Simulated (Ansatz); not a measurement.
Geometry relaxation of SiH₃SF₃ (part 2 of 3)

The same run, continued: SiH₃SF₃; RKS PBE0-D4/def2-TZVP (Ansatz 0.2.0). The geometry is a transition state displaced along its imaginary mode. The reaction was set up to form Si1–H7 and S2–H6 and to break Si1–S2 and H6–H7 (atoms counted from 1 in the order of the input); sticks are drawn by distance alone.

Geometry of the input (Å):
```
Si -0.1405  0.1549  -0.6076
S  1.0012  -1.2371  0.7738
F  0.8633  0.0613  -1.8029
F  -0.1498  1.7411  -0.3749
F  -1.4757  -0.4036  -1.2773
H  -0.6057  -0.3090  1.1174
H  -1.1327  0.1635  0.8847
H  1.6399  -0.1709  1.2868
```

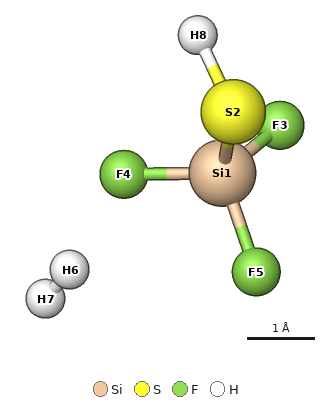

The geometry at step 19 of the log (ball-and-stick view, seen at a tilt; atoms are numbered from 1 in the order of the input).

**Trajectory as extended XYZ, continued**
```
8
Properties=species:S:1:pos:R:3:forces:R:3 step=4 energy=-26907.60918
Si    0.1253    0.0524   -0.7555    0.1463   0.3698  -0.9548
S     1.1787   -1.2267    0.5426    0.1018   0.2937   0.1098
F     0.9137    0.1601   -2.1312   -0.1668  -0.0872   0.3205
F    -0.0003    1.5603   -0.2746    0.0531  -0.5257   0.0364
F    -1.2916   -0.5240   -1.1668    0.3871   0.1054   0.1976
H    -1.0297   -0.1761    1.3753   -0.4687   0.2552   0.1277
H    -1.5359    0.3343    1.1379    0.0450  -0.1926   0.3359
H     1.6397   -0.1802    1.2723   -0.0979  -0.2187  -0.1731
8
Properties=species:S:1:pos:R:3:forces:R:3 step=5 energy=-26907.76147
Si    0.2003    0.0411   -0.8436   -0.1230   0.4425  -0.6481
S     1.1896   -1.2087    0.5030    0.2461   0.0103   0.1698
F     0.9511    0.1788   -2.2339   -0.1232  -0.1288   0.3837
F     0.0559    1.5174   -0.2954    0.0553  -0.2704  -0.0211
F    -1.2281   -0.5312   -1.1983    0.2653   0.0467   0.0625
H    -1.1586   -0.1659    1.5236    0.1766  -0.3131   0.2641
H    -1.6419    0.3372    1.2970   -0.4126   0.3519  -0.0269
H     1.6316   -0.1686    1.2476   -0.0844  -0.1389  -0.1840
8
Properties=species:S:1:pos:R:3:forces:R:3 step=6 energy=-26907.82768
Si    0.2381    0.0448   -0.8879    0.0585   0.1715  -0.4053
S     1.2367   -1.2057    0.4558    0.0871   0.0264   0.1373
F     0.9995    0.1601   -2.2674   -0.0829  -0.0430   0.1632
F     0.1066    1.5158   -0.3355   -0.0264  -0.1449   0.0344
F    -1.1874   -0.5265   -1.2348    0.0934   0.0450   0.0533
H    -1.3077   -0.1930    1.6541    0.0526  -0.1298   0.1009
H    -1.7437    0.3609    1.4244   -0.1556   0.1536   0.0010
H     1.6578   -0.1563    1.1912   -0.0267  -0.0788  -0.0847
8
Properties=species:S:1:pos:R:3:forces:R:3 step=7 energy=-26907.85560
Si    0.2890    0.0326   -0.9577   -0.0815   0.0008   0.1680
S     1.2628   -1.2102    0.4196    0.0432  -0.0260  -0.0245
F     1.0617    0.1857   -2.3180    0.0128   0.0168  -0.0067
F     0.1034    1.4715   -0.3444    0.0263   0.0033  -0.0859
F    -1.1244   -0.5603   -1.3082    0.0334   0.0027  -0.0560
H    -1.4619   -0.1960    1.7791   -0.0045  -0.0270   0.0212
H    -1.8210    0.4309    1.5951   -0.0351   0.0340   0.0143
H     1.6904   -0.1542    1.1344    0.0055  -0.0046  -0.0304
8
Properties=species:S:1:pos:R:3:forces:R:3 step=8 energy=-26907.86240
Si    0.3063    0.0341   -0.9765   -0.0305  -0.0173   0.0895
S     1.2718   -1.2118    0.4047   -0.0185  -0.0004  -0.0105
F     1.0987    0.1724   -2.3270    0.0166   0.0346  -0.0326
F     0.1199    1.4811   -0.3837    0.0185  -0.0208  -0.0358
F    -1.1035   -0.5547   -1.3459    0.0154  -0.0074  -0.0126
H    -1.5236   -0.1971    1.8431   -0.0379   0.0483  -0.0077
H    -1.8981    0.4312    1.6862    0.0202  -0.0432   0.0217
H     1.7285   -0.1552    1.0990    0.0161   0.0061  -0.0119
8
Properties=species:S:1:pos:R:3:forces:R:3 step=9 energy=-26907.86504
Si    0.3236    0.0326   -0.9945   -0.0328  -0.0113   0.0590
S     1.2745   -1.2130    0.3954   -0.0253   0.0079   0.0112
F     1.1292    0.1688   -2.3376    0.0201   0.0427  -0.0319
F     0.1299    1.4808   -0.4079    0.0253  -0.0134  -0.0239
F    -1.0826   -0.5555   -1.3771    0.0040  -0.0239  -0.0027
H    -1.5816   -0.1951    1.8928   -0.0474   0.0729  -0.0144
H    -1.9631    0.4369    1.7665    0.0412  -0.0703   0.0178
H     1.7701   -0.1556    1.0622    0.0148  -0.0046  -0.0150
8
Properties=species:S:1:pos:R:3:forces:R:3 step=10 energy=-26907.86726
Si    0.3408    0.0309   -1.0104   -0.0468   0.0007  -0.0017
S     1.2685   -1.2149    0.3928    0.0135   0.0858   0.0663
F     1.1628    0.1686   -2.3446    0.0153   0.0440   0.0029
F     0.1368    1.4801   -0.4306    0.0346  -0.0054  -0.0160
F    -1.0602   -0.5582   -1.4104    0.0069  -0.0383   0.0113
H    -1.6452   -0.1880    1.9467   -0.0400   0.0653  -0.0126
H    -2.0405    0.4400    1.8469    0.0416  -0.0641   0.0092
H     1.8369   -0.1586    1.0096   -0.0251  -0.0880  -0.0595
8
Properties=species:S:1:pos:R:3:forces:R:3 step=11 energy=-26907.86869
Si    0.3518    0.0300   -1.0187   -0.0589  -0.0044  -0.0460
S     1.2547   -1.2155    0.3996    0.1034   0.2237   0.1232
F     1.1925    0.1742   -2.3418    0.0099   0.0444   0.0424
F     0.1321    1.4788   -0.4443    0.0390   0.0037  -0.0175
F    -1.0406   -0.5666   -1.4384    0.0172  -0.0418   0.0266
H    -1.7012   -0.1791    1.9857   -0.0400   0.0678  -0.0111
H    -2.1065    0.4458    1.9084    0.0453  -0.0673   0.0048
H     1.9170   -0.1677    0.9494   -0.1159  -0.2261  -0.1224
8
Properties=species:S:1:pos:R:3:forces:R:3 step=12 energy=-26907.87196
Si    0.3447    0.0319   -1.0096   -0.0546  -0.0235  -0.0168
S     1.2394   -1.2123    0.4158    0.0779   0.1717   0.0779
F     1.1967    0.1842   -2.3240    0.0187   0.0512   0.0319
F     0.1103    1.4786   -0.4361    0.0341   0.0054  -0.0281
F    -1.0387   -0.5779   -1.4400    0.0183  -0.0339   0.0329
H    -1.7002   -0.1712    1.9716   -0.0360   0.0604  -0.0078
H    -2.1118    0.4500    1.9017    0.0400  -0.0598   0.0028
H     1.9594   -0.1833    0.9205   -0.0984  -0.1715  -0.0928
8
Properties=species:S:1:pos:R:3:forces:R:3 step=13 energy=-26907.86904 accepted=F
Si    0.3183    0.0413   -1.0038    0.2032  -0.0906   0.1520
S     1.1444   -1.1733    0.4846    0.0239  -0.0452  -0.0259
F     1.2582    0.2470   -2.2491   -0.0743  -0.1359  -0.0830
F     0.0667    1.4954   -0.4646   -0.2432   0.0836   0.0110
F    -1.0194   -0.6469   -1.4650    0.0987   0.1914  -0.0365
H    -1.7239   -0.1564    2.0206    0.0852  -0.1167   0.0232
H    -2.1297    0.4519    1.8922   -0.0880   0.1218  -0.0278
H     2.0852   -0.2591    0.7849   -0.0056  -0.0085  -0.0130
8
Properties=species:S:1:pos:R:3:forces:R:3 step=14 energy=-26907.87748
Si    0.3334    0.0402   -0.9978   -0.0063  -0.0567   0.0057
S     1.1904   -1.2000    0.4522    0.1022   0.1606   0.0423
F     1.2190    0.2052   -2.2882   -0.0010   0.0027   0.0127
F     0.0833    1.4932   -0.4487   -0.0284  -0.0007  -0.0057
F    -1.0312   -0.6026   -1.4405    0.0175   0.0360   0.0002
H    -1.7016   -0.1659    1.9763    0.0070  -0.0023   0.0002
H    -2.1190    0.4466    1.8897   -0.0068   0.0052  -0.0040
H     2.0256   -0.2167    0.8570   -0.0843  -0.1448  -0.0514
8
Properties=species:S:1:pos:R:3:forces:R:3 step=15 energy=-26907.87855
Si    0.3265    0.0421   -0.9950   -0.0007   0.0890  -0.0538
S     1.1789   -1.1899    0.4561    0.0879  -0.0415   0.1226
F     1.2260    0.2241   -2.2736   -0.0019  -0.0131   0.0030
F     0.0486    1.4937   -0.4539   -0.0351  -0.0232  -0.0012
F    -1.0240   -0.6204   -1.4516    0.0260   0.0282   0.0131
H    -1.6943   -0.1498    1.9813    0.0116  -0.0098   0.0023
H    -2.1251    0.4516    1.8847   -0.0124   0.0123  -0.0055
H     2.0632   -0.2514    0.8518   -0.0754  -0.0419  -0.0806
8
Properties=species:S:1:pos:R:3:forces:R:3 step=16 energy=-26907.87963
Si    0.3173    0.0412   -0.9813    0.0713  -0.0167   0.0080
S     1.1578   -1.1824    0.4877    0.0238  -0.0267   0.0087
F     1.2491    0.2468   -2.2329   -0.0203  -0.0580  -0.0284
F     0.0265    1.4900   -0.4430   -0.1173   0.0129   0.0050
F    -1.0154   -0.6429   -1.4593    0.0386   0.0966   0.0064
H    -1.7072   -0.1363    1.9922    0.0323  -0.0377   0.0098
H    -2.1396    0.4582    1.8712   -0.0349   0.0405  -0.0123
H     2.1114   -0.2746    0.7654    0.0065  -0.0110   0.0029
8
Properties=species:S:1:pos:R:3:forces:R:3 step=17 energy=-26907.88027
Si    0.3324    0.0470   -0.9671   -0.2979   0.1193  -0.0099
S     1.1727   -1.1833    0.4971    0.0144   0.0455  -0.0125
F     1.2473    0.2270   -2.2323    0.1003   0.0458  -0.0035
F    -0.0016    1.4975   -0.4421    0.1245  -0.1564  -0.0397
F    -1.0114   -0.6145   -1.4477    0.0393  -0.0366   0.0501
H    -1.7051   -0.1085    2.0075   -0.0028   0.0072   0.0009
H    -2.1944    0.4340    1.8534    0.0031  -0.0066  -0.0038
H     2.1600   -0.2992    0.7311    0.0191  -0.0183   0.0184
8
Properties=species:S:1:pos:R:3:forces:R:3 step=18 energy=-26907.88235
Si    0.3178    0.0449   -0.9669   -0.0333   0.0345  -0.0149
S     1.1652   -1.1832    0.4961    0.1430   0.1261   0.0380
F     1.2557    0.2501   -2.2138    0.0080  -0.0011  -0.0019
F    -0.0163    1.4895   -0.4364   -0.0009  -0.0565  -0.0100
F    -1.0097   -0.6393   -1.4580    0.0287   0.0242   0.0275
H    -1.7096   -0.1092    2.0065   -0.0263   0.0363  -0.0072
H    -2.1744    0.4545    1.8478    0.0253  -0.0356   0.0047
H     2.1713   -0.3075    0.7246   -0.1446  -0.1279  -0.0362
8
Properties=species:S:1:pos:R:3:forces:R:3 step=19 energy=-26907.88367
Si    0.3191    0.0466   -0.9629   -0.0039  -0.0007   0.0016
S     1.1734   -1.1828    0.4954   -0.0003   0.0031   0.0012
F     1.2546    0.2559   -2.2109    0.0001  -0.0002  -0.0015
F    -0.0199    1.4871   -0.4287   -0.0002  -0.0029   0.0017
F    -1.0090   -0.6388   -1.4474    0.0020   0.0028   0.0018
H    -1.7083   -0.0855    2.0297    0.0011   0.0023   0.0000
H    -2.1954    0.4391    1.8181   -0.0012  -0.0024  -0.0034
H     2.1854   -0.3215    0.7066    0.0026  -0.0020  -0.0015
8
Properties=species:S:1:pos:R:3:forces:R:3 step=20 energy=-26907.88372
Si    0.3172    0.0489   -0.9540   -0.0032  -0.0029   0.0104
S     1.1759   -1.1804    0.5020   -0.0013   0.0017  -0.0030
F     1.2504    0.2586   -2.2036    0.0007   0.0009  -0.0001
F    -0.0249    1.4886   -0.4200    0.0076   0.0079   0.0022
F    -1.0124   -0.6364   -1.4336   -0.0077  -0.0082  -0.0058
H    -1.7004   -0.0640    2.0388   -0.0950   0.0921  -0.0482
H    -2.2134    0.4210    1.7846    0.0946  -0.0928   0.0449
H     2.2074   -0.3362    0.6856    0.0044   0.0014  -0.0005
8
Properties=species:S:1:pos:R:3:forces:R:3 step=21 energy=-26907.88408
Si    0.3154    0.0495   -0.9500   -0.0026   0.0000   0.0042
S     1.1766   -1.1793    0.5049   -0.0005   0.0014  -0.0016
F     1.2456    0.2559   -2.2024    0.0002   0.0008   0.0003
F    -0.0212    1.4909   -0.4166    0.0043   0.0014   0.0001
F    -1.0167   -0.6339   -1.4260   -0.0031  -0.0027   0.0002
H    -1.6970   -0.0624    2.0304   -0.0257   0.0258  -0.0132
H    -2.2125    0.4155    1.7760    0.0248  -0.0265   0.0103
H     2.2098   -0.3361    0.6836    0.0027  -0.0002  -0.0004
8
Properties=species:S:1:pos:R:3:forces:R:3 step=22 energy=-26907.88441
Si    0.3126    0.0530   -0.9382   -0.0040   0.0004  -0.0037
S     1.1812   -1.1746    0.5132    0.0052   0.0050   0.0005
F     1.2323    0.2484   -2.2005   -0.0025   0.0005   0.0045
F    -0.0105    1.4989   -0.4085    0.0035  -0.0044  -0.0018
F    -1.0277   -0.6253   -1.3985    0.0023   0.0033   0.0041
H    -1.6929   -0.0542    2.0181   -0.0097   0.0099  -0.0048
H    -2.2221    0.3961    1.7443    0.0085  -0.0108   0.0026
H     2.2271   -0.3422    0.6701   -0.0032  -0.0039  -0.0013
8
Properties=species:S:1:pos:R:3:forces:R:3 step=23 energy=-26907.87455 accepted=F
Si    0.3037    0.0707   -0.8830   -0.0550   0.0324  -0.1022
S     1.2102   -1.1483    0.5527    0.1396   0.0940   0.0030
F     1.1638    0.2026   -2.1989   -0.0857  -0.0063   0.1215
F     0.0584    1.5416   -0.3733    0.0104  -0.0960  -0.0496
F    -1.0849   -0.5731   -1.2555    0.1469   0.0746   0.0385
H    -1.6869   -0.0172    1.9696   -0.6085   0.3205  -0.3871
H    -2.2791    0.2925    1.5869    0.6067  -0.3214   0.3908
H     2.3147   -0.3689    0.6015   -0.1543  -0.0978  -0.0148
8
Properties=species:S:1:pos:R:3:forces:R:3 step=24 energy=-26907.88458
Si    0.3103    0.0555   -0.9304   -0.0082  -0.0026   0.0014
S     1.1823   -1.1716    0.5192    0.0047   0.0096  -0.0037
F     1.2231    0.2426   -2.1988   -0.0006  -0.0017  -0.0002
F    -0.0024    1.5049   -0.4042    0.0032  -0.0011   0.0019
F    -1.0367   -0.6172   -1.3793   -0.0013   0.0013  -0.0009
H    -1.6971   -0.0524    2.0260    0.0091  -0.0058   0.0040
H    -2.2128    0.3815    1.7059   -0.0118   0.0055  -0.0065
H     2.2333   -0.3434    0.6615    0.0048  -0.0053   0.0040
8
Properties=species:S:1:pos:R:3:forces:R:3 step=25 energy=-26907.88378 accepted=F
Si    0.3052    0.0629   -0.9078    0.0027   0.0250  -0.0146
S     1.1982   -1.1596    0.5329    0.0170   0.0002   0.0099
F     1.1908    0.2250   -2.1995   -0.0209  -0.0084   0.0150
F     0.0265    1.5226   -0.3894   -0.0013  -0.0177  -0.0055
F    -1.0629   -0.5942   -1.3172    0.0350   0.0116   0.0112
H    -1.7120   -0.0402    2.0276   -0.1964   0.1496  -0.1625
H    -2.2195    0.3392    1.6175    0.1922  -0.1494   0.1609
H     2.2736   -0.3556    0.6359   -0.0284  -0.0108  -0.0144
8
Properties=species:S:1:pos:R:3:forces:R:3 step=26 energy=-26907.88449 accepted=F
Si    0.3100    0.0542   -0.9290   -0.0100   0.0566  -0.0551
S     1.1830   -1.1692    0.5183    0.0134  -0.0498   0.0423
F     1.2221    0.2417   -2.1983   -0.0058  -0.0053   0.0075
F    -0.0011    1.5041   -0.4029   -0.0007  -0.0013   0.0026
F    -1.0377   -0.6160   -1.3793   -0.0025  -0.0075   0.0076
H    -1.6975   -0.0513    2.0255    0.0095  -0.0062   0.0044
H    -2.2146    0.3804    1.7049   -0.0121   0.0058  -0.0069
H     2.2356   -0.3438    0.6607    0.0083   0.0077  -0.0024
8
Properties=species:S:1:pos:R:3:forces:R:3 step=27 energy=-26907.88461
Si    0.3100    0.0555   -0.9304   -0.0033   0.0024  -0.0007
S     1.1827   -1.1711    0.5191    0.0024   0.0024  -0.0002
F     1.2226    0.2424   -2.1989   -0.0015  -0.0018  -0.0004
F    -0.0022    1.5049   -0.4041    0.0019  -0.0006   0.0017
F    -1.0371   -0.6169   -1.3792   -0.0004   0.0003   0.0010
H    -1.6969   -0.0521    2.0257    0.0026  -0.0004   0.0000
H    -2.2135    0.3811    1.7056   -0.0053   0.0000  -0.0025
H     2.2344   -0.3439    0.6619    0.0037  -0.0023   0.0011
8
Properties=species:S:1:pos:R:3:forces:R:3 step=28 energy=-26907.88491
Si    0.3102    0.0592   -0.9233   -0.0022   0.0019   0.0027
S     1.1864   -1.1650    0.5263    0.0033  -0.0001  -0.0007
F     1.2150    0.2349   -2.1990    0.0006  -0.0015  -0.0006
F     0.0092    1.5127   -0.4017    0.0013   0.0003  -0.0004
F    -1.0436   -0.6081   -1.3593   -0.0011   0.0010   0.0024
H    -1.6957   -0.0388    2.0214   -0.0002   0.0019  -0.0014
H    -2.2337    0.3575    1.6884   -0.0018  -0.0026  -0.0012
H     2.2521   -0.3523    0.6472    0.0000  -0.0009  -0.0009
8
Properties=species:S:1:pos:R:3:forces:R:3 step=29 energy=-26907.88448 accepted=F
Si    0.3105    0.0663   -0.9089   -0.0119   0.0045  -0.0076
S     1.1927   -1.1547    0.5396    0.0347   0.0205   0.0014
F     1.1997    0.2190   -2.1988   -0.0066  -0.0016   0.0121
F     0.0332    1.5283   -0.3972    0.0038  -0.0104  -0.0067
F    -1.0577   -0.5890   -1.3193    0.0120   0.0096   0.0057
H    -1.6910   -0.0103    2.0150   -0.1977   0.1101  -0.1251
H    -2.2692    0.3065    1.6496    0.1965  -0.1111   0.1231
H     2.2818   -0.3662    0.6200   -0.0308  -0.0216  -0.0029
8
Properties=species:S:1:pos:R:3:forces:R:3 step=30 energy=-26907.88519
Si    0.3104    0.0630   -0.9149   -0.0063   0.0016  -0.0034
S     1.1917   -1.1596    0.5330    0.0086   0.0059  -0.0001
F     1.2050    0.2248   -2.1998   -0.0036  -0.0013   0.0047
F     0.0244    1.5217   -0.3991    0.0027  -0.0046  -0.0018
F    -1.0524   -0.5969   -1.3345    0.0058   0.0047   0.0036
H    -1.6969   -0.0293    2.0146   -0.0283   0.0205  -0.0183
H    -2.2502    0.3340    1.6673    0.0268  -0.0213   0.0161
H     2.2680   -0.3577    0.6332   -0.0057  -0.0056  -0.0009
8
Properties=species:S:1:pos:R:3:forces:R:3 step=31 energy=-26907.88538
Si    0.3106    0.0667   -0.9072   -0.0062   0.0054  -0.0084
S     1.1970   -1.1541    0.5391    0.0122   0.0064   0.0019
F     1.1946    0.2149   -2.2012   -0.0078  -0.0018   0.0099
F     0.0398    1.5303   -0.3968    0.0029  -0.0082  -0.0035
F    -1.0611   -0.5854   -1.3105    0.0125   0.0066   0.0051
H    -1.6976   -0.0175    2.0086   -0.0681   0.0411  -0.0430
H    -2.2668    0.3084    1.6468    0.0672  -0.0419   0.0414
H     2.2833   -0.3633    0.6211   -0.0127  -0.0077  -0.0034
8
Properties=species:S:1:pos:R:3:forces:R:3 step=32 energy=-26907.88555
Si    0.3109    0.0687   -0.9035   -0.0058   0.0054  -0.0077
S     1.1995   -1.1514    0.5420    0.0100   0.0045   0.0024
F     1.1891    0.2093   -2.2023   -0.0079  -0.0014   0.0094
F     0.0490    1.5350   -0.3960    0.0025  -0.0083  -0.0038
F    -1.0656   -0.5787   -1.2980    0.0130   0.0067   0.0044
H    -1.6985   -0.0099    2.0065   -0.0594   0.0334  -0.0376
H    -2.2744    0.2925    1.6359    0.0587  -0.0341   0.0363
H     2.2899   -0.3656    0.6153   -0.0110  -0.0062  -0.0035
8
Properties=species:S:1:pos:R:3:forces:R:3 step=33 energy=-26907.88581
Si    0.3117    0.0731   -0.8946   -0.0110   0.0008  -0.0080
S     1.2052   -1.1451    0.5495    0.0089   0.0097  -0.0017
F     1.1766    0.1962   -2.2041   -0.0088  -0.0004   0.0121
F     0.0693    1.5453   -0.3944    0.0025  -0.0113  -0.0051
F    -1.0751   -0.5642   -1.2692    0.0142   0.0093   0.0020
H    -1.7045   -0.0004    2.0002   -0.0498   0.0252  -0.0316
H    -2.2869    0.2641    1.6120    0.0496  -0.0256   0.0312
H     2.3037   -0.3690    0.6005   -0.0055  -0.0078   0.0011
8
Properties=species:S:1:pos:R:3:forces:R:3 step=34 energy=-26907.88586
Si    0.3112    0.0773   -0.8880    0.0023   0.0135  -0.0122
S     1.2097   -1.1383    0.5551    0.0063  -0.0030   0.0068
F     1.1657    0.1859   -2.2058   -0.0134  -0.0003   0.0144
F     0.0854    1.5544   -0.3941   -0.0013  -0.0158  -0.0080
F    -1.0841   -0.5505   -1.2472    0.0224   0.0095   0.0076
H    -1.7104    0.0189    2.0040   -0.0978   0.0377  -0.0685
H    -2.2965    0.2286    1.5856    0.0978  -0.0379   0.0683
H     2.3189   -0.3764    0.5904   -0.0162  -0.0036  -0.0084
```
